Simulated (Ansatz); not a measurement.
# What CsSe4Cl (built on the sites of a database entry of CsClO4) distorts into, part 2 of 3

Wanted: the energy along a soft mode of CsSe4Cl (built on the sites of a database entry of CsClO4) and the structure at the end.

Ansatz 0.2.0; DFT PBEsol, scalar-relativistic, plane waves, PAW.

So far, highest frequency on the path or at a solved wavevector (cm⁻¹): step 2 (the dispersion) 230. Also lowest frequency on the path (cm⁻¹): step 2 -163.

The structure was built from a prototype and need not be the compound's stable phase.

**4. The mode frozen in, largest atomic shift 0.22 Å**

The atoms are moved along the unstable eigenvector, the largest shift by 0.22 Å, with the cell fixed.

The input, input.yaml:

```yaml
crystal:
  lattice:
    - [0.0, -4.9159952897, -4.9159952897]
    - [0.0, 4.9159952897, -4.9159952897]
    - [9.8319905794, 0.0, 0.0]
  atoms:
    - { symbol: Cs, position: [0.5005275043, 0.5, 0.0] }
    - { symbol: Cs, position: [-0.0005275043, 0.0, 0.5] }
    - { symbol: Cl, position: [0.5267939286, 0.5, 0.5] }
    - { symbol: Cl, position: [-0.0267939286, 0.0, 0.0] }
    - { symbol: Se, position: [0.1821220417, 0.5, 0.6707285117] }
    - { symbol: Se, position: [0.7130514518, 0.0, 0.1316847415] }
    - { symbol: Se, position: [0.7869485482, 0.5, 0.6316847415] }
    - { symbol: Se, position: [0.3178779583, 0.0, 0.1707285117] }
    - { symbol: Se, position: [0.0196352714, 0.6975867467, 0.8487933734] }
    - { symbol: Se, position: [0.4803647286, 0.1975867467, 0.3487933734] }
    - { symbol: Se, position: [0.0196352714, 0.3024132533, 0.8487933734] }
    - { symbol: Se, position: [0.4803647286, 0.8024132533, 0.3487933734] }
kpoints:
  mp_grid: { grid: [6, 6, 4] }
hamiltonian:
  xc: pbesol
scf:
  occupations: { method: methfessel_paxton, width: 0.2 }
output:
  forces: true
  stress: true
  eigenvalues: true
```

On the command line:

```
ansatz run input.yaml --threads 8 --pin off --max-ram 14336MiB --backend cpu --events-out ev --progress --plain --runs-dir out
```

Numbers of over 12 decimals in the logs are rounded to 6 here.

Output:

```text
[...]
Crystal: 12 atoms, lattice volume = 475.220 Å³
Basis set: ecut = 420 eV, 9301 PW (Γ), exchange–correlation on 96×96×144 points (8 copies of the dense FFT grid, shifted against one another)
Bands: 96, of which v1, the nominal top of the filled ones, is band 80 counted from 1 (79 counted from 0)
Symmetry: 4 space group operations
[...]
k-point 0: bands = [... 76 lower, 3.2007, 3.8398, 3.9439, 4.0264, 4.3192, 4.3591, 4.9064, 5.2624, ... 12 higher]
  k-point 1: bands = [... 76 lower, 3.3111, 3.7824, 3.9593, 4.0169, 4.2709, 4.2872, 5.0011, 5.3917, ... 12 higher]
  k-point 2: bands = [... 76 lower, 3.5703, 3.5703, 3.9910, 3.9910, 4.2271, 4.2271, 5.1966, 5.1966, ... 12 higher]
  k-point 47: bands = [... 76 lower, 3.5694, 3.5694, 3.7551, 3.7551, 3.9153, 3.9153, 4.9935, 4.9935, ... 12 higher]
[key lines of the parts left out:]
SCF converged after 11 iterations
Free energy (F): -56686.648859 eV
Fermi energy:    4.002348 eV
P = ⅓ Tr σ = 1.1159 GPa (11.159 kbar)
```

It took 20 s on 8 threads of Intel Xeon Platinum 8488C (Sapphire Rapids), shared host; peak memory 2.9 GiB; 2.6 min of CPU time.

This step gave:

- pressure: 1.116 GPa
- energy from the undistorted cell: -62.51 meV/atom

The energy, extrapolated to zero smearing, is -62.51 meV/atom against the undistorted cell.

The run ends at a pressure of 1.12 GPa, with forces up to 0.87 eV/Å.

**5. Energy along the mode, all amplitudes (two of the runs are shown above)**

An imaginary frequency means negative curvature, so the energy should fall and then rise again as anharmonic terms take over.

Numbers from this step:

```yaml
depth_at_the_lowest_point_sampled: 62.51 meV/atom
largest_atomic_shift_at_that_point: 0.22 Å
```

Energy from the parent against largest atomic shift:

| largest atomic shift (Å) | energy from the parent (meV/atom) |
| --- | --- |
| 0.000 | 0 |
| 0.040 | -3.12 |
| 0.080 | -12.0 |
| 0.140 | -33.1 |
| 0.220 | -62.5 |
| 0.320 | -59.9 |
| 0.450 | 137 |

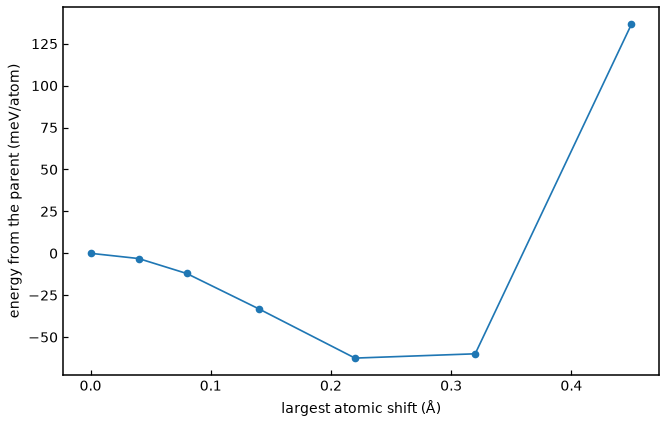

Energy from the parent, plotted against largest atomic shift.

Displacement at unit largest shift by atom:

| atom | x (Å) | y (Å) | z (Å) | size |
| --- | --- | --- | --- | --- |
| Cs1 | 0.000 | -0.012 | -0.012 | 0.017 |
| Cs2 | 0.000 | 0.012 | 0.012 | 0.017 |
| Cl3 | 0.000 | -0.599 | -0.599 | 0.847 |
| Cl4 | 0.000 | 0.599 | 0.599 | 0.847 |
| Se5 | 0.872 | 0.346 | 0.346 | 1.000 |
| Se6 | -0.872 | -0.346 | -0.346 | 1.000 |
| Se7 | -0.872 | 0.346 | 0.346 | 1.000 |
| Se8 | 0.872 | -0.346 | -0.346 | 1.000 |
| Se9 | 0.000 | -0.439 | -0.439 | 0.621 |
| Se10 | 0.000 | 0.439 | 0.439 | 0.621 |
| Se11 | 0.000 | -0.439 | -0.439 | 0.621 |
| Se12 | 0.000 | 0.439 | 0.439 | 0.621 |

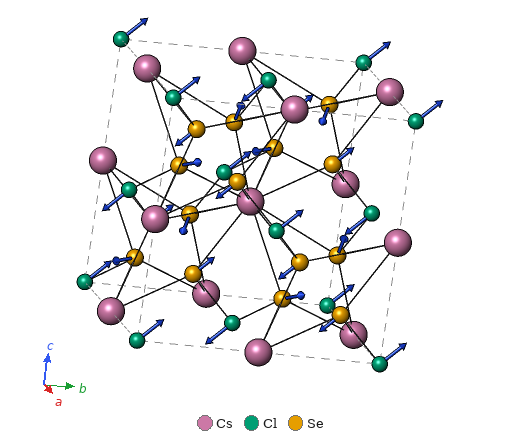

Displacement at unit largest shift as arrows, the longest 1.000 Å. Bonds to atoms that aren't drawn are left out. Some periodic images of atoms are drawn too.

The lowest of the steps tried is at 0.22 Å, 62.5 meV/atom below the parent; the bottom of the well need not coincide with a step.

**6. Relaxation from the frozen mode**

Starting from the lowest point found, all atoms and the cell are let go, so that strain and other modes of the same symmetry can join in.

Changes to input.yaml since step 4:

```diff
@@ -28 +28,6 @@
   eigenvalues: true
+relax:
+  adjacent_minimum: "off"
+  f_tol: 0.002
+  max_steps: 120
+  cell: { stress_tol: 0.03 }
```

Output:

```text
[...]
Crystal: 12 atoms, lattice volume = 475.220 Å³
Basis set: ecut = 420 eV, 9301 PW (Γ), exchange–correlation on 96×96×144 points (8 copies of the dense FFT grid, shifted against one another)
Bands: 96, of which v1, the nominal top of the filled ones, is band 80 counted from 1 (79 counted from 0)
Symmetry: 4 space group operations
[...]
k-points: 48 of 144 (time reversal used)
[...]
SCF iter   1: F=—  HF=-56686.654163 eV  |F-HF|=—  |Δ(HF+E_count)|=         —  Δρ=3.57e-3  dr2=7.18e-2  ethr=1.77e-3  ⟨swp⟩=6.2  Hψ=17530  notcnv=0
[...]
SCF iter  11: F=-56686.648859 eV  HF=-56686.648859 eV  |F-HF|=5.98e-9  |Δ(HF+E_count)|=   4.97e-9  S|Δr|=    0.00e0  Δρ=1.14e-6  dr2=1.18e-8  ethr=6.25e-11  ⟨swp⟩=10.6  Hψ=18914  notcnv=0
SCF 1 converged in 11 iterations: F = -56686.648859 eV  dr2 = 1.18e-8
[...]
relax step   1: F+E_penalty+E_count = -56686.64885931 eV  Δ(F+E_penalty+E_count) = +0.000e0 eV  max|allowed force component| = 8.630e-1 eV/Å  Δτ_max = 0.0000 Å  P = +1.116 GPa  Ω = 475.220 Å³  (11 SCF iters, dr2 threshold 1.00e-7 eV, accepted)
Crystal: 12 atoms, lattice volume = 496.828 Å³
Basis set: ecut = 420 eV, 9753 PW (Γ), exchange–correlation on 96×96×144 points (8 copies of the dense FFT grid, shifted against one another)
[...]
SCF iter  10: F=-56687.293842 eV  HF=-56687.293843 eV  |F-HF|=2.90e-7  |Δ(HF+E_count)|=   3.94e-7  S|Δr|=    0.00e0  Δρ=6.30e-6  dr2=4.40e-7  ethr=7.50e-10  ⟨swp⟩=7.2  Hψ=20473  notcnv=0
SCF 2 converged in 10 iterations: F = -56687.293842 eV  dr2 = 4.40e-7
[...]
relax step   2: F+E_penalty+E_count = -56687.29384227 eV  Δ(F+E_penalty+E_count) = -6.450e-1 eV  max|allowed force component| = 6.144e-1 eV/Å  Δτ_max = 0.1979 Å  P = +0.237 GPa  Ω = 496.828 Å³  energy of the carried Pulay correction = -8.404e-4 eV  (10 SCF iters, dr2 threshold 1.20e-6 eV, accepted)
Crystal: 12 atoms, lattice volume = 521.273 Å³
Basis set: ecut = 420 eV, 10149 PW (Γ), exchange–correlation on 96×96×144 points (8 copies of the dense FFT grid, shifted against one another)
[...]
SCF iter   9: F=-56687.764002 eV  HF=-56687.764002 eV  |F-HF|=5.78e-7  |Δ(HF+E_count)|=   1.42e-6  S|Δr|=    0.00e0  Δρ=1.02e-5  dr2=8.74e-7  ethr=7.50e-10  ⟨swp⟩=9.9  Hψ=25128  notcnv=0
SCF 3 converged in 9 iterations: F = -56687.764002 eV  dr2 = 8.74e-7
[...]
relax step   3: F+E_penalty+E_count = -56687.76400154 eV  Δ(F+E_penalty+E_count) = -4.702e-1 eV  max|allowed force component| = 2.947e-1 eV/Å  Δτ_max = 0.1952 Å  P = -0.085 GPa  Ω = 521.273 Å³  energy of the carried Pulay correction = -1.747e-3 eV  (9 SCF iters, dr2 threshold 1.20e-6 eV, accepted)
[... from here on, the SCF cycles and remarks between the steps are left out ...]
relax step   4: F+E_penalty+E_count = -56688.23275033 eV  Δ(F+E_penalty+E_count) = -4.687e-1 eV  max|allowed force component| = 3.928e-1 eV/Å  Δτ_max = 0.1930 Å  P = -0.349 GPa  Ω = 535.283 Å³  energy of the carried Pulay correction = -2.247e-3 eV  (8 SCF iters, dr2 threshold 1.20e-6 eV, accepted)
relax step   5: F+E_penalty+E_count = -56688.57332106 eV  Δ(F+E_penalty+E_count) = -3.406e-1 eV  max|allowed force component| = 2.117e-1 eV/Å  Δτ_max = 0.1947 Å  P = -0.556 GPa  Ω = 536.091 Å³  energy of the carried Pulay correction = -2.276e-3 eV  (8 SCF iters, dr2 threshold 1.20e-6 eV, accepted)
relax step   6: F+E_penalty+E_count = -56688.82069422 eV  Δ(F+E_penalty+E_count) = -2.474e-1 eV  max|allowed force component| = 2.095e-1 eV/Å  Δτ_max = 0.1951 Å  P = -0.627 GPa  Ω = 525.419 Å³  energy of the carried Pulay correction = -1.897e-3 eV  (8 SCF iters, dr2 threshold 1.20e-6 eV, accepted)
relax step   7: F+E_penalty+E_count = -56689.10751468 eV  Δ(F+E_penalty+E_count) = -2.868e-1 eV  max|allowed force component| = 2.246e-1 eV/Å  Δτ_max = 0.1950 Å  P = -0.336 GPa  Ω = 509.981 Å³  energy of the carried Pulay correction = -1.334e-3 eV  (7 SCF iters, dr2 threshold 1.20e-6 eV, accepted)
relax step   8: F+E_penalty+E_count = -56689.44087973 eV  Δ(F+E_penalty+E_count) = -3.334e-1 eV  max|allowed force component| = 3.184e-1 eV/Å  Δτ_max = 0.1948 Å  P = -0.138 GPa  Ω = 494.872 Å³  energy of the carried Pulay correction = -7.658e-4 eV  (7 SCF iters, dr2 threshold 1.20e-6 eV, accepted)
relax step   9: F+E_penalty+E_count = -56689.74675629 eV  Δ(F+E_penalty+E_count) = -3.059e-1 eV  max|allowed force component| = 2.234e-1 eV/Å  Δτ_max = 0.1951 Å  P = +0.068 GPa  Ω = 479.911 Å³  energy of the carried Pulay correction = -1.857e-4 eV  (6 SCF iters, dr2 threshold 1.20e-6 eV, accepted)
relax step  10: F+E_penalty+E_count = -56689.67856422 eV  Δ(F+E_penalty+E_count) = +6.819e-2 eV  max|allowed force component| = 8.240e-1 eV/Å  Δτ_max = 0.1910 Å  P = +0.722 GPa  Ω = 469.711 Å³  energy of the carried Pulay correction = +2.204e-4 eV  (9 SCF iters, dr2 threshold 1.20e-6 eV, rejected (line search))
relax step  11: F+E_penalty+E_count = -56689.85192809 eV  Δ(F+E_penalty+E_count) = -1.052e-1 eV  max|allowed force component| = 1.781e-1 eV/Å  Δτ_max = 0.0909 Å  P = -0.208 GPa  Ω = 478.534 Å³  energy of the carried Pulay correction = -1.314e-4 eV  (13 SCF iters, accepted)
relax step  12: F+E_penalty+E_count = -56689.91138006 eV  Δ(F+E_penalty+E_count) = -5.945e-2 eV  max|allowed force component| = 1.656e-1 eV/Å  Δτ_max = 0.0956 Å  P = +0.062 GPa  Ω = 474.049 Å³  energy of the carried Pulay correction = +4.661e-5 eV  (8 SCF iters, dr2 threshold 1.20e-6 eV, accepted)
relax step  13: F+E_penalty+E_count = -56690.01554147 eV  Δ(F+E_penalty+E_count) = -1.042e-1 eV  max|allowed force component| = 7.353e-2 eV/Å  Δτ_max = 0.1500 Å  P = -0.329 GPa  Ω = 467.367 Å³  energy of the carried Pulay correction = +3.149e-4 eV  (8 SCF iters, dr2 threshold 1.20e-6 eV, accepted)
relax step  14: F+E_penalty+E_count = -56690.10043845 eV  Δ(F+E_penalty+E_count) = -8.490e-2 eV  max|allowed force component| = 1.376e-1 eV/Å  Δτ_max = 0.1951 Å  P = -0.181 GPa  Ω = 446.081 Å³  energy of the carried Pulay correction = +1.196e-3 eV  (9 SCF iters, dr2 threshold 5.23e-7 eV, accepted)
relax step  15: F+E_penalty+E_count = -56690.15615305 eV  Δ(F+E_penalty+E_count) = -5.571e-2 eV  max|allowed force component| = 2.283e-1 eV/Å  Δτ_max = 0.1947 Å  P = -0.430 GPa  Ω = 423.551 Å³  energy of the carried Pulay correction = +2.173e-3 eV  (8 SCF iters, dr2 threshold 1.18e-6 eV, accepted)
relax step  16: F+E_penalty+E_count = -56690.25158090 eV  Δ(F+E_penalty+E_count) = -9.543e-2 eV  max|allowed force component| = 1.342e-1 eV/Å  Δτ_max = 0.1943 Å  P = -0.191 GPa  Ω = 403.859 Å³  energy of the carried Pulay correction = +3.069e-3 eV  (8 SCF iters, dr2 threshold 1.20e-6 eV, accepted)
relax step  17: F+E_penalty+E_count = -56690.32155836 eV  Δ(F+E_penalty+E_count) = -6.998e-2 eV  max|allowed force component| = 6.198e-2 eV/Å  Δτ_max = 0.1916 Å  P = -0.003 GPa  Ω = 392.325 Å³  energy of the carried Pulay correction = +3.613e-3 eV  (8 SCF iters, dr2 threshold 1.13e-6 eV, accepted)
relax step  18: F+E_penalty+E_count = -56690.34229872 eV  Δ(F+E_penalty+E_count) = -2.074e-2 eV  max|allowed force component| = 6.027e-2 eV/Å  Δτ_max = 0.1945 Å  P = +0.225 GPa  Ω = 385.095 Å³  energy of the carried Pulay correction = +3.961e-3 eV  (8 SCF iters, dr2 threshold 2.40e-7 eV, accepted)
relax step  19: F+E_penalty+E_count = -56690.29905436 eV  Δ(F+E_penalty+E_count) = +4.324e-2 eV  max|allowed force component| = 3.127e-1 eV/Å  Δτ_max = 0.1291 Å  P = -0.048 GPa  Ω = 389.290 Å³  energy of the carried Pulay correction = +3.759e-3 eV  (8 SCF iters, dr2 threshold 3.26e-7 eV, rejected (line search))
relax step  20: F+E_penalty+E_count = -56690.35655772 eV  Δ(F+E_penalty+E_count) = -1.426e-2 eV  max|allowed force component| = 2.968e-2 eV/Å  Δτ_max = 0.0633 Å  P = +0.026 GPa  Ω = 391.090 Å³  energy of the carried Pulay correction = +3.672e-3 eV  (12 SCF iters, accepted)
relax step  21: F+E_penalty+E_count = -56690.35783039 eV  Δ(F+E_penalty+E_count) = -1.273e-3 eV  max|allowed force component| = 2.555e-2 eV/Å  Δτ_max = 0.0098 Å  P = -0.028 GPa  Ω = 392.047 Å³  energy of the carried Pulay correction = +3.626e-3 eV  (7 SCF iters, dr2 threshold 5.51e-8 eV, accepted)
relax step  22: F+E_penalty+E_count = -56690.35872693 eV  Δ(F+E_penalty+E_count) = -8.965e-4 eV  max|allowed force component| = 2.203e-2 eV/Å  Δτ_max = 0.0112 Å  P = -0.002 GPa  Ω = 392.868 Å³  energy of the carried Pulay correction = +3.587e-3 eV  (7 SCF iters, dr2 threshold 4.08e-8 eV, accepted)
relax step  23: F+E_penalty+E_count = -56690.35939063 eV  Δ(F+E_penalty+E_count) = -6.637e-4 eV  max|allowed force component| = 1.445e-2 eV/Å  Δτ_max = 0.0158 Å  P = -0.030 GPa  Ω = 393.140 Å³  energy of the carried Pulay correction = +3.574e-3 eV  (7 SCF iters, dr2 threshold 3.03e-8 eV, accepted)
relax step  24: F+E_penalty+E_count = -56690.35982737 eV  Δ(F+E_penalty+E_count) = -4.367e-4 eV  max|allowed force component| = 5.542e-3 eV/Å  Δτ_max = 0.0191 Å  P = -0.012 GPa  Ω = 392.708 Å³  energy of the carried Pulay correction = +3.595e-3 eV  (8 SCF iters, dr2 threshold 1.30e-8 eV, accepted)
relax step  25: F+E_penalty+E_count = -56690.35996865 eV  Δ(F+E_penalty+E_count) = -1.413e-4 eV  max|allowed force component| = 2.531e-3 eV/Å  Δτ_max = 0.0142 Å  P = -0.005 GPa  Ω = 392.248 Å³  energy of the carried Pulay correction = +3.617e-3 eV  (8 SCF iters, dr2 threshold 1.92e-9 eV, accepted)
relax step  26: F+E_penalty+E_count = -56690.35997466 eV  Δ(F+E_penalty+E_count) = -6.014e-6 eV  max|allowed force component| = 6.526e-3 eV/Å  Δτ_max = 0.0042 Å  P = +0.007 GPa  Ω = 391.969 Å³  energy of the carried Pulay correction = +3.630e-3 eV  (8 SCF iters, dr2 threshold 4.00e-10 eV, rejected (line search))
relax step  27: F+E_penalty+E_count = -56690.35998701 eV  Δ(F+E_penalty+E_count) = -1.836e-5 eV  max|allowed force component| = 1.010e-3 eV/Å  Δτ_max = 0.0020 Å  P = +0.000 GPa  Ω = 392.095 Å³  energy of the carried Pulay correction = +3.624e-3 eV  (9 SCF iters, accepted)
Basis set: ecut = 420 eV, 7693 PW (Γ), exchange–correlation on 90×96×128 points (8 copies of the dense FFT grid, shifted against one another)
[...]
SCF iter   7: F=-56690.356570 eV  HF=-56690.356570 eV  |F-HF|=2.18e-11  |Δ(HF+E_count)|=  7.28e-11  S|Δr|=    0.00e0  Δρ=3.14e-8  dr2=3.14e-12  ethr=1.00e-12  ⟨swp⟩=5.5  Hψ=18633  notcnv=0
SCF 28 converged in 7 iterations: F = -56690.356570 eV  dr2 = 3.14e-12
relax step  28: F+E_penalty+E_count = -56690.35657023 eV  Δ(F+E_penalty+E_count) = +3.417e-3 eV  max|allowed force component| = 1.255e-3 eV/Å  Δτ_max = 0.0000 Å  P = -0.001 GPa  Ω = 392.095 Å³  stress off target by 2.30e-3 GPa  SCF on the basis re-selected at this cell (its energy is not comparable with the rows above)  (7 SCF iters)
basis re-selected at this cell: Δ(F+E_penalty+E_count) = +3.417e-3 eV, ΔP = -0.001 GPa vs the last step (what re-selecting the basis moved, of the pressure what is left beyond the Pulay correction that the steps carried, after the strain that the cell walked since its last selection, with what the two solves' SCF thresholds leave and, on support functions, any second-order correction that the steps lacked; it is no measure of the basis error at this ecutwfc). The dense FFT grid was sized anew with the basis: this SCF ran on 45×48×64 points, the steps before it on 48×48×72, so part of this shift can come from that change (see relax.cell in the input reference). [rest of the remark cut]
SCF converged after 7 iterations
[...]
Free energy (F): -56690.356570 eV
[...]
Internal energy: -56690.376392 eV  (E = F + TS)
E sigma→0 (E₀):  -56690.361526 eV
Entropy (-TS):   0.019822 eV (1.652 meV/atom)
Fermi energy:    5.314650 eV
Step filling:    the computed levels leave a gap of 0.4631 eV = 2.3 smearing widths at the electron count; against every level under it full and every level over it empty, smearing changes F+E_penalty+E_count by +3.413 meV and its σ→0 estimate by -1.542 meV
[...]
--- Forces (eV/Å), atoms counted from 1 ---
  atom   1  Cs    -0.00000214    -0.00004350    -0.00004350
  atom   2  Cs    -0.00000214     0.00004350     0.00004350
  atom   3  Cl     0.00063300     0.00033325     0.00033325
  atom   4  Cl     0.00063300    -0.00033325    -0.00033325
  atom   5  Se    -0.00084552    -0.00117153    -0.00117153
  atom   6  Se    -0.00031518    -0.00125547    -0.00125547
  atom   7  Se    -0.00031518     0.00125547     0.00125547
  atom   8  Se    -0.00084552     0.00117153     0.00117153
  atom   9  Se     0.00026500     0.00014656    -0.00043745
  atom  10  Se     0.00026500     0.00043745    -0.00014656
  atom  11  Se     0.00026500    -0.00043745     0.00014656
  atom  12  Se     0.00026500    -0.00014656     0.00043745
  max |Σ_I F_I| component: 3.19e-7 eV/Å
--- Stress (GPa, compression-positive) ---
       -0.002298      -0.000000       0.000000
       -0.000000       0.000046      -0.000012
        0.000000      -0.000012       0.000046
  P = ⅓ Tr σ = -0.0007 GPa (-0.007 kbar)
--- Band table (eV; the first three rows and the last of 48) ---
  k-point 0: bands = [... 76 lower, 4.6515, 4.6583, 4.6982, 4.8907, 5.7959, 5.8548, 5.9713, 6.1709, ... 12 higher]
  k-point 1: bands = [... 76 lower, 4.6858, 4.6982, 4.7102, 4.8655, 5.8149, 5.8545, 5.9805, 6.1184, ... 12 higher]
  k-point 2: bands = [... 76 lower, 4.7157, 4.7157, 4.7887, 4.7887, 5.8439, 5.8439, 6.0294, 6.0294, ... 12 higher]
  k-point 47: bands = [... 76 lower, 4.3697, 4.3697, 4.6890, 4.6890, 5.8476, 5.8476, 6.3710, 6.3710, ... 12 higher]
--- Relaxed structure (27 steps of the walk, 24 accepted, 1 SCFs on fresh bases) ---
  F+E_penalty+E_count = -56690.35657023 eV   max|allowed force component| = 1.255e-3 eV/Å   (the final SCF, on the basis selected at the relaxed cell)
  cell:  # Å, volume = 392.0953 Å³
    - [0, -4.498198, -4.498198]
    - [0, 4.771248, -4.771248]
    - [9.134631, 0, 0]
  atoms:
    - { symbol: Cs, position: [0.665910, 0.500000, 0.091976] }
    - { symbol: Cs, position: [-0.165910, 0.0, 0.591976] }
    - { symbol: Cl, position: [0.683109, 0.500000, 0.495051] }
    - { symbol: Cl, position: [-0.183109, 0.0, -0.00494897] }
    - { symbol: Se, position: [0.245012, 0.5, 0.647504] }
    - { symbol: Se, position: [0.611147, 0.0, 0.203864] }
    - { symbol: Se, position: [0.888853, 0.500000, 0.703864] }
    - { symbol: Se, position: [0.254988, 0.0, 0.147504] }
    - { symbol: Se, position: [0.332225, 0.816476, 0.780803] }
    - { symbol: Se, position: [0.167775, 0.316476, 0.280803] }
    - { symbol: Se, position: [0.332225, 0.183524, 0.780803] }
    - { symbol: Se, position: [0.167775, 0.683524, 0.280803] }
```

It took 10 min on 8 threads; peak memory 3.2 GiB.

[end of part 2 of 3]

[Logs are printed without paths, hosts, clocks, repeated set-up lines and the standing remarks that a program may print on its own settings, such as how far it seeks lower states.]

[Hosts, paths, dates, database ids (printed as entryN), source tags and the programs' standing remarks are cut or masked in the printed files.]
